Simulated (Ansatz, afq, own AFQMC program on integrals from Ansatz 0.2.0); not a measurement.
# BSiH2 (doublet): AFQMC on the coupled-cluster ladder at distance B2–H4 = 1.639 Å, cc-pVDZ

Aim: compute BSiH2 (doublet) with auxiliary-field quantum Monte Carlo on the same integrals as coupled cluster, and set the energies side by side.

The runs use Ansatz 0.2.0, Gaussian basis, and an in-house AFQMC program (afq) on its integrals; all values are calculated; cc-pVDZ, frozen cores.

The runs, in order: PBE (unrestricted); r2SCAN (unrestricted); PBE0 (unrestricted); B3LYP (unrestricted); wB97M-V (unrestricted); B2PLYP (unrestricted); CCSD(T) on UHF; CCSDT(Q) on UHF; Phaseless AFQMC, CISD trial on UHF; Phaseless AFQMC, single-determinant trial on UHF.

## Step 1: What is computed

The geometry derives from a PBE0/def2-TZVP stationary point (not a proven minimum). One bond is set to the value named and the two fragments are kept rigid.

4 atoms, charge 0, spin multiplicity 2.

Atoms are counted from 1 here; the program's logs count them from 0.

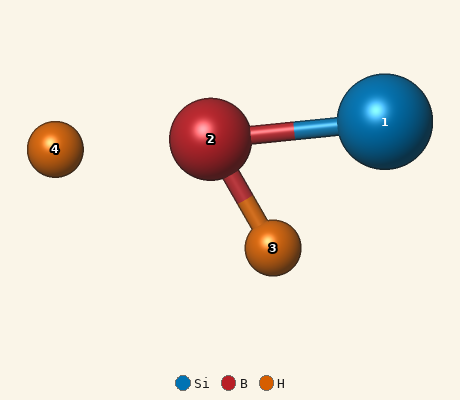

The geometry (silicon blue, boron red, hydrogen orange); atoms are numbered from 1 in the order of the file.

## Step 2: PBE (unrestricted)

in.yaml reads:

```yaml
crystal:
  periodic: [false, false, false]
  atoms:
    - {symbol: Si, position_ang: [0.000000, -0.004481, 0.605990]}
    - {symbol: B, position_ang: [0.000000, -0.077031, -1.236765]}
    - {symbol: H, position_ang: [0.000000, 1.151385, -0.749002]}
    - {symbol: H, position_ang: [0.000000, -0.200319, -2.871121]}
basis:
  gaussian: {orbitals: cc-pVDZ}
magnetization: {spin_polarized: true, initial_magnetization: 1}
hamiltonian: {xc: {name: PBE}}
output: {orbitals: {seedname: orbitals}}
```

Command:

```
$ ansatz run in.yaml --threads 1 --pin off --events-out ev --progress --plain --max-ram 1382MiB
```

What it wrote:

```text
Functional definition: PBE
  name "PBE"
  cite "Perdew, Burke & Ernzerhof, Phys. Rev. Lett. 77, 3865 (1996) doi:10.1103/PhysRevLett.77.3865"
  parent pbe
  parameter kappa = 0.804
  parameter beta = 0.06672455060314922
  exchange = pbe_x(kappa = kappa, mu = beta*pi^2/3)
  correlation = pbe_c(beta = beta)
508 factors; their error is unknown
mean field evaluation 1: about -8573.9748 eV, gradient 1.9e1 eV
mean field evaluation 2: about -8563.6366 eV, gradient 3.6e1 eV
mean field evaluation 4: about -8576.7187 eV, gradient 2.2e0 eV
mean field evaluation 8: about -8576.7509 eV, gradient 3.7e-2 eV
mean field evaluation 16: about -8575.4347 eV, gradient 3.9e0 eV
mean field evaluation 32: about -8576.6011 eV, gradient 2.0e0 eV
mean field -8576.75087159 eV, -315.1897810004 hartree, gradient 4.1e-5 eV, S^2 0.754468; 5 other end points of the search recorded, 0 dependent functions left out
reference -8576.75090018 eV, -315.1897820511 hartree; 11, 10 occupied and 31, 32 virtual orbitals, 508 factors
Total energy: -8576.75090018 eV, -315.1897820511 hartree
```

Wall time 1.3 s (1 thread of Intel Xeon Platinum 8488C (Sapphire Rapids), shared host).

From the report: ⟨S²⟩ of the determinant 0.754 (pure doublet: 0.75).

## Step 3: r2SCAN (unrestricted)

Edit in.yaml of step 2 so:

```diff
@@ -10,3 +10,2 @@
 magnetization: {spin_polarized: true, initial_magnetization: 1}
-hamiltonian: {xc: {name: PBE}}
-output: {orbitals: {seedname: orbitals}}
+hamiltonian: {xc: {name: r2SCAN}}
```

Launched as before.

What it wrote:

```text
Functional definition: r2SCAN
  name "r2SCAN"
  cite "Furness, Kaplan, Ning, Perdew & Sun, J. Phys. Chem. Lett. 11, 8208 (2020) doi:10.1021/acs.jpclett.0c02405"
  cite "Furness, Kaplan, Ning, Perdew & Sun, J. Phys. Chem. Lett. 11, 9248 (2020) doi:10.1021/acs.jpclett.0c03077"
  parent r2scan
  parameter k0 = 0.174
  parameter k1 = 0.065
  parameter a1 = 4.9479
  exchange = r2scan_x(k0 = k0, k1 = k1, a1 = a1)
  correlation = r2scan_c
508 factors; their error is unknown
mean field evaluation 1: about -8578.6604 eV, gradient 1.6e1 eV
mean field evaluation 2: about -8572.9058 eV, gradient 2.9e1 eV
mean field evaluation 4: about -8580.6833 eV, gradient 1.4e0 eV
mean field evaluation 8: about -8580.6836 eV, gradient 3.7e-2 eV
mean field evaluation 16: about -8580.6837 eV, gradient 7.2e-5 eV
mean field -8580.68367208 eV, -315.3343087527 hartree, gradient 7.2e-5 eV, S^2 0.758691; 2 other end points of the search recorded, 0 dependent functions left out
reference -8580.68368136 eV, -315.3343090936 hartree; 11, 10 occupied and 31, 32 virtual orbitals, 508 factors
Total energy: -8580.68368136 eV, -315.3343090936 hartree
```

Run time: 1.4 s. Hardware: 1 thread of Intel Xeon Platinum 8488C (Sapphire Rapids), shared host.

From the report: ⟨S²⟩ of the determinant 0.759 (pure doublet: 0.75).

## Step 4: PBE0 (unrestricted)

Edit in.yaml of step 3 so:

```diff
@@ -10,2 +10,3 @@
 magnetization: {spin_polarized: true, initial_magnetization: 1}
-hamiltonian: {xc: {name: r2SCAN}}
+hamiltonian: {xc: {name: PBE0}}
+output: {orbitals: {seedname: orbitals}}
```

The command is unchanged.

What it wrote:

```text
Functional definition: PBE0
  name "PBE0"
  cite "Adamo & Barone, J. Chem. Phys. 110, 6158 (1999) doi:10.1063/1.478522"
  cite "Perdew, Burke & Ernzerhof, Phys. Rev. Lett. 77, 3865 (1996) doi:10.1103/PhysRevLett.77.3865"
  parent pbe
  parameter a = 0.25
  parameter kappa = 0.804
  parameter beta = 0.06672455060314922
  exchange = (1 - a)*pbe_x(kappa = kappa, mu = beta*pi^2/3) + a*exact_x
  correlation = pbe_c(beta = beta)
405 factors; integrals over basis functions are off by at most 1.2e-3 eV
mean field evaluation 1: about -8576.0949 eV, gradient 1.3e1 eV
mean field evaluation 2: about -8574.5901 eV, gradient 1.8e1 eV
mean field evaluation 4: about -8577.5164 eV, gradient 5.2e-1 eV
mean field evaluation 8: about -8577.5760 eV, gradient 4.1e-2 eV
mean field evaluation 16: about -8577.5761 eV, gradient 2.6e-4 eV
mean field -8577.57609418 eV, -315.2201073711 hartree, gradient 4.2e-5 eV, S^2 0.755309; 1 other end points of the search recorded, 0 dependent functions left out
reference -8577.57611560 eV, -315.2201081583 hartree; 11, 10 occupied and 31, 32 virtual orbitals, 405 factors
Total energy: -8577.57611560 eV, -315.2201081583 hartree
```

Run time: 0.93 s. Hardware: 1 thread of Intel Xeon Platinum 8488C (Sapphire Rapids), shared host.

From the report: ⟨S²⟩ of the determinant 0.755 (pure doublet: 0.75).

## Step 5: B3LYP (unrestricted)

Edit in.yaml of step 4 so:

```diff
@@ -10,3 +10,2 @@
 magnetization: {spin_polarized: true, initial_magnetization: 1}
-hamiltonian: {xc: {name: PBE0}}
-output: {orbitals: {seedname: orbitals}}
+hamiltonian: {xc: {name: B3LYP}}
```

Same command.

What it wrote (excerpt; [...] marks lines left out):

```text
Functional definition: B3LYP
  name "B3LYP"
  cite "Stephens, Devlin, Chabalowski & Frisch, J. Phys. Chem. 98, 11623 (1994) doi:10.1021/j100096a001"
  cite "Becke, Phys. Rev. A 38, 3098 (1988) doi:10.1103/PhysRevA.38.3098"
  cite "Lee, Yang & Parr, Phys. Rev. B 37, 785 (1988) doi:10.1103/PhysRevB.37.785"
  cite "Vosko, Wilk & Nusair, Can. J. Phys. 58, 1200 (1980) doi:10.1139/p80-159"
[...]
405 factors; integrals over basis functions are off by at most 1.2e-3 eV
[...]
mean field -8582.60406118 eV, -315.4048817504 hartree, gradient 6.2e-5 eV, S^2 0.753597; 2 other end points of the search recorded, 0 dependent functions left out
reference -8582.60426055 eV, -315.4048890771 hartree; 11, 10 occupied and 31, 32 virtual orbitals, 405 factors
Total energy: -8582.60426055 eV, -315.4048890771 hartree
```

Wall time 0.93 s (1 thread of Intel Xeon Platinum 8488C (Sapphire Rapids), shared host).

From the report: ⟨S²⟩ of the determinant 0.754 (pure doublet: 0.75).

## Step 6: wB97M-V (unrestricted)

Edit in.yaml of step 5 so:

```diff
@@ -10,2 +10,3 @@
 magnetization: {spin_polarized: true, initial_magnetization: 1}
-hamiltonian: {xc: {name: B3LYP}}
+hamiltonian: {xc: {name: wB97M-V}}
+output: {orbitals: {seedname: orbitals}}
```

Launched as before.

What it wrote (excerpt; [...] marks lines left out):

```text
Functional definition: wB97M-V
  name "wB97M-V"
  cite "Mardirossian & Head-Gordon, J. Chem. Phys. 144, 214110 (2016) doi:10.1063/1.4952647"
  cite "Becke, J. Chem. Phys. 107, 8554 (1997) doi:10.1063/1.475007"
  cite "Vydrov & Van Voorhis, J. Chem. Phys. 133, 244103 (2010) doi:10.1063/1.3521275"
  # Of w^i u^j: cxij and so on, Table III.
[...]
  gx(w, u) = 1 - cx + cx01*u + cx10*w
  gss(w, u) = css00 + css04*u^4 + css10*w + css20*w^2 + css43*w^4*u^3
  gos(w, u) = cos00 + cos10*w + (cos20 + cos21*u)*w^2 + (cos60 + cos61*u)*w^6
[...]
      + integral(e_c_pw_mod_opposite_spin*gos(b97_w_opposite, b97_u_opposite)) + vv10(b, c)
405 factors; integrals over basis functions are off by at most 1.2e-3 eV
149 factors; integrals over basis functions are off by at most 1.5e-5 eV
[...]
mean field -8580.81731823 eV, -315.3392201581 hartree, gradient 3.7e-5 eV, S^2 0.752297; 1 other end points of the search recorded, 0 dependent functions left out
reference -8580.81735022 eV, -315.3392213336 hartree; 11, 10 occupied and 31, 32 virtual orbitals, 405 factors
Total energy: -8580.81735022 eV, -315.3392213336 hartree
```

Wall time 3 s (1 thread of Intel Xeon Platinum 8488C (Sapphire Rapids), shared host).

From the report: ⟨S²⟩ of the determinant 0.752 (pure doublet: 0.75).

## Step 7: B2PLYP (unrestricted)

Edit in.yaml of step 6 so:

```diff
@@ -10,3 +10,3 @@
 magnetization: {spin_polarized: true, initial_magnetization: 1}
-hamiltonian: {xc: {name: wB97M-V}}
-output: {orbitals: {seedname: orbitals}}
+hamiltonian: {xc: {name: B2PLYP}}
+correlation: {electrons: outside_noble_gas}
```

The command is unchanged.

What it wrote (excerpt; [...] marks lines left out):

```text
Functional definition: B2PLYP
  name "B2PLYP"
  cite "Grimme, J. Chem. Phys. 124, 034108 (2006) doi:10.1063/1.2148954"
  cite "Becke, Phys. Rev. A 38, 3098 (1988) doi:10.1103/PhysRevA.38.3098"
  cite "Lee, Yang & Parr, Phys. Rev. B 37, 785 (1988) doi:10.1103/PhysRevB.37.785"
[...]
405 factors; integrals over basis functions are off by at most 1.2e-3 eV
[...]
mean field -8575.94686554 eV, -315.1602343232 hartree, gradient 3.5e-6 eV, S^2 0.755935; 2 other end points of the search recorded, 0 dependent functions left out
6 core orbitals not correlated: weight in the atoms' cores, before any rotation towards them, 1.000 or more for the frozen orbitals, at most 0.000 for the correlated occupied ones
reference -8575.94699209 eV, -315.1602389736 hartree; 5, 4 occupied and 31, 32 virtual orbitals, 405 factors
second order -5.71712401 eV of doubles, -0.00000000 eV of singles
Total energy: -8577.49061557 eV, -315.2169660903 hartree
```

Run time: 1.2 s. Hardware: 1 thread of Intel Xeon Platinum 8488C (Sapphire Rapids), shared host.

From the report: ⟨S²⟩ of the determinant 0.756 (pure doublet: 0.75).

## Step 8: CCSD(T) on UHF

Edit in.yaml of step 7 so:

```diff
@@ -10,3 +10,2 @@
 magnetization: {spin_polarized: true, initial_magnetization: 1}
-hamiltonian: {xc: {name: B2PLYP}}
-correlation: {electrons: outside_noble_gas}
+correlation: {method: ccsd_t, electrons: outside_noble_gas, hamiltonian_folder: ham}
```

The command is unchanged.

What it wrote (excerpt; [...] marks lines left out):

```text
Functional definition: HF
  name "HF"
  cite "Fock, Z. Phys. 61, 126 (1930) doi:10.1007/BF01340294"
  parent pbe
[...]
405 factors; integrals over basis functions are off by at most 1.2e-3 eV
[...]
mean field -8561.25195306 eV, -314.6202062501 hartree, gradient 1.9e-6 eV, S^2 0.765017; 7 other end points of the search recorded, 0 dependent functions left out
determinant -8561.25195306 eV, -314.6202062501 hartree, with singles and doubles -8566.62287575 eV, -314.8175840183 hartree
determinant -8559.65632027 eV, -314.5615678266 hartree, with singles and doubles -8565.35166953 eV, -314.7708680513 hartree
determinant -8558.20274905 eV, -314.5081500693 hartree, with singles and doubles -8563.39917570 eV, -314.6991152264 hartree
determinant -8558.02136009 eV, -314.5014841482 hartree, with singles and doubles -8563.01832396 eV, -314.6851191834 hartree
6 core orbitals not correlated: weight in the atoms' cores, before any rotation towards them, 1.000 or more for the frozen orbitals, at most 0.000 for the correlated occupied ones
reference -8561.25195306 eV, -314.6202062501 hartree; 5, 4 occupied and 31, 32 virtual orbitals, 405 factors
second order -4.38325641 eV of doubles, -0.00000000 eV of singles
cycle   1  -5.37088625 eV  change    3.6e-5 eV  update   1.1e-3
[...]
cycle   8  -5.37102524 eV  change    6.3e-6 eV  update   3.0e-6
perturbative correction -0.22009205 eV, -0.0080882335 hartree
Total energy: -8566.84307034 eV, -314.8256760203 hartree
```

Wall time 1.5 s (1 thread of Intel Xeon Platinum 8488C (Sapphire Rapids), shared host).

From the report: ⟨S²⟩ of the determinant 0.765 (pure doublet: 0.75); correlation -5.5911 eV; T1 0.022; largest double amplitude 0.06.

This run also writes the integrals to the folder ham.

## Step 9: CCSDT(Q) on UHF

Edit in.yaml of step 8 so:

```diff
@@ -10,2 +10,2 @@
 magnetization: {spin_polarized: true, initial_magnetization: 1}
-correlation: {method: ccsd_t, electrons: outside_noble_gas, hamiltonian_folder: ham}
+correlation: {method: ccsdt_q, electrons: outside_noble_gas}
```

Launched as before.

What it wrote (excerpt; [...] marks lines left out):

```text
Functional definition: HF
  name "HF"
  cite "Fock, Z. Phys. 61, 126 (1930) doi:10.1007/BF01340294"
  parent pbe
[...]
792 factors; integrals over basis functions are off by at most 2.0e-7 eV
[...]
mean field -8561.25197218 eV, -314.6202069527 hartree, gradient 1.8e-6 eV, S^2 0.765017; 7 other end points of the search recorded, 0 dependent functions left out
determinant -8561.25197218 eV, -314.6202069527 hartree, with singles and doubles -8566.62290188 eV, -314.8175849784 hartree
determinant -8559.65634264 eV, -314.5615686487 hartree, with singles and doubles -8565.35169884 eV, -314.7708691285 hartree
determinant -8558.20276397 eV, -314.5081506176 hartree, with singles and doubles -8563.39919862 eV, -314.6991160687 hartree
determinant -8558.02138316 eV, -314.5014849959 hartree, with singles and doubles -8563.01834417 eV, -314.6851199260 hartree
6 core orbitals not correlated: weight in the atoms' cores, before any rotation towards them, 1.000 or more for the frozen orbitals, at most 0.000 for the correlated occupied ones
reference -8561.25197218 eV, -314.6202069527 hartree; 5, 4 occupied and 31, 32 virtual orbitals, 792 factors
second order -4.38328702 eV of doubles, -0.00000000 eV of singles
cycle   1  -5.04065627 eV  change   -6.6e-1 eV  update   9.1e-2
[...]
cycle  20  -5.63258876 eV  change   -5.8e-7 eV  update   4.5e-7
perturbative correction -0.01341171 eV, -0.0004928714 hartree
Total energy: -8566.89797266 eV, -314.8276936432 hartree
```

It took 11 s on 1 thread of Intel Xeon Platinum 8488C (Sapphire Rapids), shared host; peak memory 0.26 GiB.

From the report: ⟨S²⟩ of the determinant 0.765 (pure doublet: 0.75); correlation -5.6460 eV; T1 0.023; largest double amplitude 0.06.

## Step 10: Phaseless AFQMC, CISD trial on UHF

It reads the integrals that the CCSD(T) run on this determinant wrote.

Command:

```
$ afq ham --method phaseless --trial cisd --walkers 60 --populations 1 --least-time 40 --time-step 0.005 --steps-per-block 50 --equilibration-blocks 40 --max-blocks 300 --target-error 0.00072 --factor-cut 1e-05 --start spin_pure --seed 3011 --release-times 0.24,0.51,0.99,1.62,2.4 --release-step 0.03 --release-every 4 --taylor-order 6
```

What it wrote:

```text
orbitals 36  electrons 5 4  factors 278 of 405
reference energy -314.62020625 Eh
CCSD correlation -0.19738150 Eh in 12 cycles, weight of the determinant in the CISD state 0.8608
energy of the start -314.817113 Eh
 block  time / (1/Eh)  mean weight  energy / Eh
     1     0.250  1.0003  -314.814470
     2     0.500  0.9984  -314.815542
     3     0.750  1.0023  -314.816823
     4     1.000  0.9982  -314.820534
     5     1.250  0.9994  -314.819806
     6     1.500  0.9995  -314.819866
     7     1.750  1.0006  -314.820335
     8     2.000  0.9998  -314.821870
     9     2.250  1.0012  -314.821427
    10     2.500  1.0004  -314.823343
    11     2.750  0.9994  -314.824750
    16     4.000  1.0027  -314.827883
    21     5.250  1.0015  -314.824457
    26     6.500  0.9997  -314.825344
    31     7.750  0.9992  -314.827096
    36     9.000  0.9985  -314.835680
    41    10.250  0.9990  -314.825927
    46    11.500  1.0010  -314.832439
    51    12.750  0.9986  -314.821219
    56    14.000  1.0011  -314.827140
    61    15.250  1.0010  -314.823336
    66    16.500  1.0004  -314.826777
    71    17.750  0.9995  -314.827150
    76    19.000  0.9989  -314.821640
    81    20.250  1.0002  -314.828044
    86    21.500  1.0005  -314.821428
    91    22.750  1.0007  -314.823813
    96    24.000  1.0023  -314.826851
   101    25.250  0.9987  -314.826634
   106    26.500  1.0003  -314.832126
   111    27.750  1.0005  -314.824853
   116    29.000  0.9995  -314.826427
   121    30.250  0.9971  -314.826423
   126    31.500  1.0000  -314.829877
   131    32.750  1.0014  -314.820987
   136    34.000  0.9976  -314.821126
   141    35.250  1.0001  -314.821390
   146    36.500  1.0004  -314.826299
   151    37.750  0.9992  -314.819243
   156    39.000  0.9981  -314.825469
   161    40.250  1.0005  -314.822712
   166    41.500  1.0000  -314.826699
   171    42.750  0.9979  -314.823760
   176    44.000  1.0000  -314.826379
   181    45.250  0.9989  -314.830382
   186    46.500  0.9994  -314.820018
   191    47.750  0.9994  -314.824218
   196    49.000  1.0001  -314.825422
blocks merged  error / Eh  count
     1  0.000271  160
     2  0.000317  80
     4  0.000387  40
     8  0.000405  20
    16  0.000416  10
released: time / (1/Eh)  energy / Eh  error  mean overlap
  0.24  -314.825030  0.000495  1.0035
  0.51  -314.825550  0.000420  1.0082
  0.99  -314.826574  0.000429  1.0214
  1.62  -314.826516  0.000527  1.0438
  2.40  -314.828786  0.000893  0.9789
energy -314.825096 +/- 0.000405 Eh
```

Run time: 3 min. Hardware: 1 thread of Intel Xeon Platinum 8488C (Sapphire Rapids), shared host.

Energy -8566.8273 ± 0.0110 eV. Caveats: constraint bias not in the error.

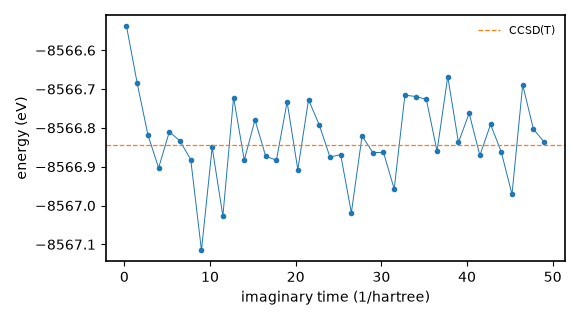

Block energies along the walk.

## Step 11: Phaseless AFQMC, single-determinant trial on UHF

It reads the integrals that the CCSD(T) run on this determinant wrote.

Command:

```
$ afq ham --method phaseless --trial hf --walkers 120 --populations 1 --least-time 40 --time-step 0.005 --steps-per-block 20 --equilibration-blocks 160 --max-blocks 600 --target-error 0.00216 --factor-cut 1e-05 --start spin_pure --seed 4783 --taylor-order 6
```

What it wrote:

```text
orbitals 36  electrons 5 4  factors 278 of 405
reference energy -314.62020625 Eh
CCSD correlation -0.19738150 Eh in 12 cycles, weight of the determinant in the CISD state 0.8608
energy of the start -314.620469 Eh
 block  time / (1/Eh)  mean weight  energy / Eh
     1     0.100  1.0012  -314.648232
     2     0.200  1.0009  -314.676767
     3     0.300  0.9998  -314.697468
     4     0.400  1.0010  -314.716200
     5     0.500  1.0002  -314.733502
     6     0.600  1.0025  -314.741435
     7     0.700  0.9995  -314.750891
     8     0.800  1.0009  -314.760072
     9     0.900  1.0005  -314.764850
    10     1.000  1.0010  -314.771838
    15     1.500  1.0009  -314.794868
    29     2.900  1.0003  -314.818754
    43     4.300  1.0008  -314.838547
    57     5.700  0.9990  -314.866191
    71     7.100  0.9999  -314.835617
    85     8.500  1.0006  -314.823165
    99     9.900  0.9993  -314.853842
   113    11.300  1.0007  -314.866645
   127    12.700  1.0001  -314.820462
   141    14.100  0.9999  -314.796951
   155    15.500  1.0013  -314.814902
   169    16.900  0.9998  -314.821345
   183    18.300  0.9997  -314.845086
   197    19.700  1.0001  -314.837944
   211    21.100  1.0001  -314.829984
   225    22.500  0.9995  -314.837865
   239    23.900  1.0008  -314.823464
   253    25.300  0.9989  -314.823171
   267    26.700  1.0005  -314.881971
   281    28.100  1.0007  -314.802292
   295    29.500  1.0019  -314.806681
   309    30.900  0.9992  -314.797664
   323    32.300  0.9929  -314.809370
   337    33.700  1.0007  -314.822927
   351    35.100  0.9994  -314.875314
   365    36.500  1.0001  -314.825404
   379    37.900  1.0004  -314.824876
   393    39.300  1.0005  -314.827943
   407    40.700  1.0011  -314.816363
   421    42.100  0.9996  -314.817251
   435    43.500  1.0015  -314.838072
   449    44.900  0.9990  -314.824749
   463    46.300  0.9983  -314.797780
   477    47.700  1.0008  -314.817534
   491    49.100  0.9995  -314.834875
   505    50.500  0.9983  -314.818524
   519    51.900  1.0000  -314.808928
   533    53.300  0.9993  -314.827783
   547    54.700  0.9991  -314.843359
   561    56.100  1.0002  -314.795784
blocks merged  error / Eh  count
     1  0.000808  410
     2  0.001081  205
     4  0.001412  102
     8  0.001796  51
    16  0.002010  25
    32  0.001832  12
energy -314.824329 +/- 0.002010 Eh
```

It took 2.4 min on 1 thread of Intel Xeon Platinum 8488C (Sapphire Rapids), shared host.

Energy -8566.8064 ± 0.0547 eV. Caveats: constraint bias not in the error.

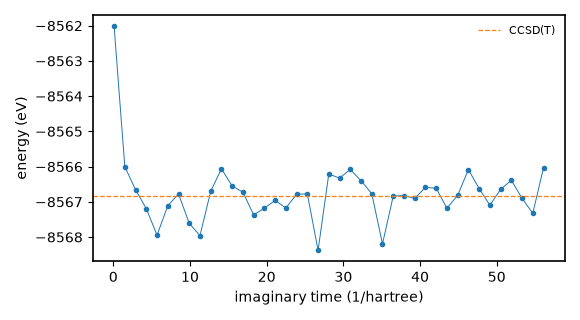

Block energies along the walk.

## Step 12: AFQMC on the ladder

On the UHF determinant, counted from CCSDT(Q) (a yardstick, not exact):

```
                                                             level  energy (eV)  from CCSDT(Q) (kJ/mol)  statistical error (kJ/mol)     time
                                                                HF   -8561.2520                  +544.8                                     
                                                               MP2   -8565.6352                  +121.8                                     
                                                              CCSD   -8566.6230                   +26.5                                     
                                                           CCSD(T)   -8566.8431                    +5.3                                     
                                                          CCSDT(Q)   -8566.8980                     0.0                                     
               Phaseless AFQMC, CISD trial, step 0.005, 60 walkers   -8566.8273                    +6.8                         1.1    3 min
Phaseless AFQMC, single-determinant trial, step 0.005, 120 walkers   -8566.8064                    +8.8                         5.3  2.4 min
```

The functionals' totals stand on their own zeros and serve differences with other points: PBE -8576.751 eV; r2SCAN -8580.684 eV; PBE0 -8577.576 eV; B3LYP -8582.604 eV; wB97M-V -8580.817 eV; B2PLYP -8577.491 eV.

## Step 13: What came out

| quantity | value |
| --- | --- |
| CCSD(T) on UHF from CCSDT(Q) | +5.3 kJ/mol |
| Phaseless AFQMC, CISD trial on UHF from CCSDT(Q) | +6.8 ± 1.1 kJ/mol |
| Phaseless AFQMC, single-determinant trial on UHF from CCSDT(Q) | +8.8 ± 5.3 kJ/mol |

**Reading.** On UHF the phaseless walk with the CISD trial lies +6.8 kJ/mol from CCSDT(Q), 6 times its error bar. Error bars are statistical and leave out the constraint, the time step and what remains of the start.
